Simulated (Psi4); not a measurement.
# CAM-B3LYP/def2-SVP run of [CSO3F3]− (trifluoromethanesulfonate)

What is the vertical singlet–triplet gap of [CSO3F3]− (trifluoromethanesulfonate) at CAM-B3LYP/def2-SVP? Input form: a QCSchema input.

Program for the calculation: Psi4 1.11.

### Step 1. The structure to begin with

The species is [CSO3F3]− (8 atoms), meant as a singlet with charge -1. As SMILES, `[O-]S(=O)(=O)C(F)(F)F`. Geometry: relaxed at PBE0-D4/def2-TZVPD.

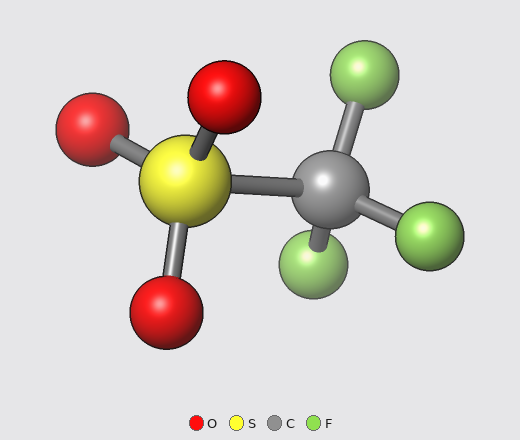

Viewed from a chosen angle; oxygen red, sulfur yellow, carbon grey, fluorine green.

### Step 2. Energy and forces at CAM-B3LYP/def2-SVP

File input.json:

```json
{
  "schema_name": "qcschema_input",
  "schema_version": 1,
  "molecule": {
    "schema_name": "qcschema_molecule",
    "schema_version": 2,
    "symbols": ["O", "S", "O", "O", "C", "F", "F", "F"],
    "geometry": [-0.85438298, -3.38988521, 1.01024759, 0.97226409, -1.61613158, 0.01483435, 3.06534364, -1.02574334, 1.67138717, 1.61221984, -1.93940702, -2.62329891, -0.83312356, 1.38486689, -0.01271786, -1.61444972, 2.04011053, 2.30797921, 0.55261261, 3.31446624, -0.89693961, -2.90048394, 1.23178018, -1.47149194],
    "molecular_charge": -1,
    "molecular_multiplicity": 1,
    "fix_symmetry": "c1",
    "fix_com": true,
    "fix_orientation": true
  },
  "driver": "gradient",
  "model": {
    "method": "cam-b3lyp",
    "basis": "def2-SVP"
  },
  "keywords": {
    "puream": true,
    "e_convergence": 1e-09,
    "d_convergence": 1e-08,
    "scf_type": "pk",
    "dft_radial_points": 99,
    "dft_spherical_points": 590,
    "scf_properties": ["MULLIKEN_CHARGES", "MAYER_INDICES", "LOWDIN_CHARGES"]
  }
}
```

Run with:

```
$ psi4 --qcschema input.json -n 1 --memory 2200MB
```

stdout (excerpt; [...] marks lines left out):

```text
[...]
  Running in c1 symmetry.
[...]
  Nuclear repulsion =  555.370021796957303
[...]
  Multiplicity = 1
[...]
  Nalpha       = 37
  Nbeta        = 37
[...]
    Number of basis functions: 116
[...]
   @RKS iter   1:  -960.33741071529141    5.30250e-01   9.77065e-03 DIIS/ADIIS
[...]
   @RKS iter  12:  -960.79962027662884   -1.93268e-12   7.36093e-09 DIIS
[...]
    Orbital Energies [Eh]
    ---------------------
    Doubly Occupied:
       1A    -88.956129     2A    -24.639570     3A    -24.639491
       4A    -24.639491     5A    -18.987516     6A    -18.987452
       7A    -18.987451     8A    -10.331302     9A     -8.016556
      10A     -5.986169    11A     -5.985448    12A     -5.985448
      13A     -1.227050    14A     -1.131135    15A     -1.131133
      16A     -1.022147    17A     -0.870099    18A     -0.870096
      19A     -0.633051    20A     -0.544447    21A     -0.510515
      22A     -0.510515    23A     -0.420725    24A     -0.390405
      25A     -0.390404    26A     -0.356057    27A     -0.352029
      28A     -0.352028    29A     -0.330865    30A     -0.330865
      31A     -0.327445    32A     -0.221143    33A     -0.221143
      34A     -0.186945    35A     -0.186943    36A     -0.174960
[...]
  @RKS Final Energy:  -960.79962027662884
   => Energetics <=
    Nuclear Repulsion Energy =            555.3700217969573032
    One-Electron Energy =               -2448.6472763240285531
    Two-Electron Energy =                 998.9092816908099621
    DFT Exchange-Correlation Energy =     -66.4316474403673993
    Empirical Dispersion Energy =           0.0000000000000000
    VV10 Nonlocal Energy =                  0.0000000000000000
    Total Energy =                       -960.7996202766288434
[...]
 Multipole Moments:
 ------------------------------------------------------------------------------------
     Multipole            Electronic (a.u.)      Nuclear  (a.u.)        Total (a.u.)
 ------------------------------------------------------------------------------------
 L = 1.  Multiply by 2.5417464519 to convert [e a0] to [Debye]
 Dipole X            :         -6.3597970            5.4820386           -0.8777583
 Dipole Y            :         10.5710006           -9.1119759            1.4590246
 Dipole Z            :         -0.0970400            0.0836582           -0.0133818
 Magnitude           :                                                    1.7027600
[...]
  Mulliken Charges: (a.u.)
   Center  Symbol    Alpha    Beta     Spin     Total
       1     O     4.27611  4.27611  0.00000 -0.55221
       2     S     7.57226  7.57226  0.00000  0.85548
       3     O     4.27611  4.27611  0.00000 -0.55221
       4     O     4.27611  4.27611  0.00000 -0.55222
       5     C     2.81335  2.81335  0.00000  0.37330
       6     F     4.59536  4.59536  0.00000 -0.19071
       7     F     4.59536  4.59536  0.00000 -0.19071
       8     F     4.59536  4.59536  0.00000 -0.19071
   Total alpha = 37.00000, Total beta = 37.00000, Total charge = -1.00000
[...]
  -Total Gradient:
     Atom            X                  Y                   Z
    ------   -----------------  -----------------  -----------------
       1        0.019915918237     0.017496174345    -0.010462195066
       2        0.006303715316    -0.010486569465     0.000107594744
       3       -0.021315687885    -0.007377914256    -0.017423393968
       4       -0.006029408501     0.002247404910     0.027751567639
       5        0.000557400171    -0.000929865025     0.000009408636
       6        0.000065005071    -0.000385757927     0.001001316202
       7        0.001005142243     0.000162917384    -0.000379315135
       8       -0.000503780501    -0.000731952964    -0.000612387204
[...]
```

The result, in JSON:

```text
{
 "driver": "gradient",
 "model": {
  "method": "cam-b3lyp",
  "basis": "def2-SVP"
 },
 "success": true,
 "return_result": [0.01991591823725769, 0.017496174344846127, -0.010462195066180818, 0.0063037153161120685, -0.010486569465042478, 0.00010759474417480644, -0.021315687884790158, -0.007377914255711979, -0.017423393967884754, -0.006029408500896449, 0.002247404909646075, 0.027751567639159536, 0.0005574001706980247, -0.0009298650254681573, 9.408635512360647e-06, 6.500507120028864e-05, -0.0003857579269853362, 0.0010013162016004329, 0.0010051422432363344, 0.00016291738398860334, -0.00037931513526735794, -0.0005037805006452012, -0.0007319529635956036, -0.0006123872038499567],
 "properties": {
  "calcinfo_nbasis": 116,
  "calcinfo_nmo": 116,
  "calcinfo_nalpha": 37,
  "calcinfo_nbeta": 37,
  "calcinfo_natom": 8,
  "nuclear_repulsion_energy": 555.3700217969573,
  "return_energy": -960.7996202766288,
  "return_gradient": [0.01991591823725769, 0.017496174344846127, -0.010462195066180818, 0.0063037153161120685, -0.010486569465042478, 0.00010759474417480644, -0.021315687884790158, -0.007377914255711979, -0.017423393967884754, -0.006029408500896449, 0.002247404909646075, 0.027751567639159536, 0.0005574001706980247, -0.0009298650254681573, 9.408635512360647e-06, 6.500507120028864e-05, -0.0003857579269853362, 0.0010013162016004329, 0.0010051422432363344, 0.00016291738398860334, -0.00037931513526735794, -0.0005037805006452012, -0.0007319529635956036, -0.0006123872038499567],
  "scf_one_electron_energy": -2448.6472763240286,
  "scf_two_electron_energy": 998.90928169081,
  "scf_xc_energy": -66.4316474403674,
  "scf_dipole_moment": [-0.8777583264349236, 1.4590246352268519, -0.013381842525790777],
  "scf_total_energy": -960.7996202766288,
  "scf_total_gradient": [0.01991591823725769, 0.017496174344846127, -0.010462195066180818, 0.0063037153161120685, -0.010486569465042478, 0.00010759474417480644, -0.021315687884790158, -0.007377914255711979, -0.017423393967884754, -0.006029408500896449, 0.002247404909646075, 0.027751567639159536, 0.0005574001706980247, -0.0009298650254681573, 9.408635512360647e-06, 6.500507120028864e-05, -0.0003857579269853362, 0.0010013162016004329, 0.0010051422432363344, 0.00016291738398860334, -0.00037931513526735794, -0.0005037805006452012, -0.0007319529635956036, -0.0006123872038499567],
  "scf_iterations": 12
 }
}
```

Wall time 34 s (1 thread of AMD EPYC 9R45 (Zen 5), shared host); peak memory 0.93 GiB.

### Step 3. The triplet

File cf3o3s.json:

```json
{
  "schema_name": "qcschema_input",
  "schema_version": 1,
  "molecule": {
    "schema_name": "qcschema_molecule",
    "schema_version": 2,
    "symbols": ["O", "S", "O", "O", "C", "F", "F", "F"],
    "geometry": [-0.85438298, -3.38988521, 1.01024759, 0.97226409, -1.61613158, 0.01483435, 3.06534364, -1.02574334, 1.67138717, 1.61221984, -1.93940702, -2.62329891, -0.83312356, 1.38486689, -0.01271786, -1.61444972, 2.04011053, 2.30797921, 0.55261261, 3.31446624, -0.89693961, -2.90048394, 1.23178018, -1.47149194],
    "molecular_charge": -1,
    "molecular_multiplicity": 3,
    "fix_symmetry": "c1"
  },
  "driver": "gradient",
  "model": {
    "method": "cam-b3lyp",
    "basis": "def2-SVP"
  },
  "keywords": {
    "reference": "uks",
    "puream": true,
    "e_convergence": 1e-09,
    "d_convergence": 1e-08,
    "scf_type": "pk",
    "dft_radial_points": 99,
    "dft_spherical_points": 590,
    "maxiter": 100,
    "scf_properties": ["MULLIKEN_CHARGES", "WIBERG_LOWDIN_INDICES", "MAYER_INDICES"]
  }
}
```

Run with:

```
$ psi4 --qcschema cf3o3s.json -n 1 --memory 2200MB
```

stdout (excerpt; [...] marks lines left out):

```text
[...]
  Running in c1 symmetry.
[...]
  Nuclear repulsion =  555.370021796957303
[...]
  Multiplicity = 3
[...]
  Nalpha       = 38
  Nbeta        = 36
[...]
    Number of basis functions: 116
[...]
   @UKS iter   1:  -959.85914895082192    1.00851e+00   1.01750e-02 ADIIS/DIIS
[...]
   @UKS iter  51:  -960.47156996725892   -6.73026e-11   9.12495e-09 DIIS
[...]
   @S^2 Observed:                2.008400892E+00
[...]
  @UKS Final Energy:  -960.47156996725892
   => Energetics <=
    Nuclear Repulsion Energy =            555.3700217969573032
    One-Electron Energy =               -2449.3325364222941971
    Two-Electron Energy =                 999.9684148655715035
    DFT Exchange-Correlation Energy =     -66.4774702074934112
    Empirical Dispersion Energy =           0.0000000000000000
    VV10 Nonlocal Energy =                  0.0000000000000000
    Total Energy =                       -960.4715699672589153
[...]
 Multipole Moments:
 ------------------------------------------------------------------------------------
     Multipole            Electronic (a.u.)      Nuclear  (a.u.)        Total (a.u.)
 ------------------------------------------------------------------------------------
 L = 1.  Multiply by 2.5417464519 to convert [e a0] to [Debye]
 Dipole X            :         -2.8445985            2.0702787           -0.7743197
 Dipole Y            :          4.7278723           -3.4413043            1.2865680
 Dipole Z            :         -0.0436874            0.0315862           -0.0121011
 Magnitude           :                                                    1.5016573
[...]
  -Total Gradient:
     Atom            X                  Y                   Z
    ------   -----------------  -----------------  -----------------
       1        0.072947506561     0.051725832906    -0.035719916154
       2       -0.115204276547     0.191520496763    -0.001735774522
       3       -0.067926810535    -0.033324738524    -0.059412319043
       4       -0.015770059661    -0.000418751556     0.095004255855
       5        0.124135474867    -0.206452654980     0.001839120647
       6        0.000998449326    -0.000847902070    -0.002709589193
       7       -0.001549987642    -0.002338359733     0.001034817923
       8        0.002367727163     0.000130264768     0.001691748968
[...]
```

The result, in JSON:

```text
{
 "driver": "gradient",
 "model": {
  "method": "cam-b3lyp",
  "basis": "def2-SVP"
 },
 "success": true,
 "return_result": [0.07294750656089449, 0.05172583290570945, -0.03571991615441106, -0.11520427654749556, 0.19152049676301602, -0.0017357745220767994, -0.06792681053461674, -0.03332473852404007, -0.059412319043182976, -0.015770059661156258, -0.00041875155630891753, 0.09500425585527933, 0.12413547486736409, -0.20645265497992332, 0.001839120646760975, 0.000998449325890341, -0.0008479020704427881, -0.002709589193419071, -0.0015499876416510683, -0.0023383597329852124, 0.001034817922737602, 0.0023677271629377328, 0.00013026476754962948, 0.001691748968215695],
 "properties": {
  "calcinfo_nbasis": 116,
  "calcinfo_nmo": 116,
  "calcinfo_nalpha": 38,
  "calcinfo_nbeta": 36,
  "calcinfo_natom": 8,
  "nuclear_repulsion_energy": 555.3700217969573,
  "return_energy": -960.4715699672589,
  "return_gradient": [0.07294750656089449, 0.05172583290570945, -0.03571991615441106, -0.11520427654749556, 0.19152049676301602, -0.0017357745220767994, -0.06792681053461674, -0.03332473852404007, -0.059412319043182976, -0.015770059661156258, -0.00041875155630891753, 0.09500425585527933, 0.12413547486736409, -0.20645265497992332, 0.001839120646760975, 0.000998449325890341, -0.0008479020704427881, -0.002709589193419071, -0.0015499876416510683, -0.0023383597329852124, 0.001034817922737602, 0.0023677271629377328, 0.00013026476754962948, 0.001691748968215695],
  "scf_one_electron_energy": -2449.332536422294,
  "scf_two_electron_energy": 999.9684148655715,
  "scf_xc_energy": -66.47747020749341,
  "scf_dipole_moment": [-0.7743197203210408, 1.2865679829990544, -0.012101124683468661],
  "scf_total_energy": -960.4715699672589,
  "scf_total_gradient": [0.07294750656089449, 0.05172583290570945, -0.03571991615441106, -0.11520427654749556, 0.19152049676301602, -0.0017357745220767994, -0.06792681053461674, -0.03332473852404007, -0.059412319043182976, -0.015770059661156258, -0.00041875155630891753, 0.09500425585527933, 0.12413547486736409, -0.20645265497992332, 0.001839120646760975, 0.000998449325890341, -0.0008479020704427881, -0.002709589193419071, -0.0015499876416510683, -0.0023383597329852124, 0.001034817922737602, 0.0023677271629377328, 0.00013026476754962948, 0.001691748968215695],
  "scf_iterations": 51
 }
}
```

It took 2.2 min on 1 thread of AMD EPYC 9R45 (Zen 5), shared host; peak memory 0.94 GiB.

### Step 4. What came out

At CAM-B3LYP/def2-SVP:

| quantity | value |
| --- | --- |
| singlet: total energy | -960.79962 Eh |
| singlet: HOMO energy | -3.67 eV |
| singlet: LUMO energy | 9.40 eV |
| singlet: HOMO–LUMO gap (to an unbound level, set by the basis) | 13.06 eV |
| singlet: largest force on an atom | 1.466 eV/Å |
| triplet: total energy | -960.47157 Eh |
| triplet: HOMO energy (highest over α and β) | 4.11 eV |
| triplet: ⟨S²⟩ | 2.008 |
| triplet: largest force on an atom | 12.388 eV/Å |
| vertical energy of the triplet above the singlet | 8.927 eV |

**Reading.** At this shape the triplet lies 8.93 eV (861 kJ/mol) above the singlet. For an anion a state so high probably lies above electron detachment. The largest force (singlet) is 1.47 eV/Å: the shape isn't a stationary point for this species at this level. Mulliken charges (triplet) run from -0.51 on O3 to +0.72 on S2. The HOMO (triplet) lies at positive energy, 4.11 eV; only total energies tell whether the electron is bound.
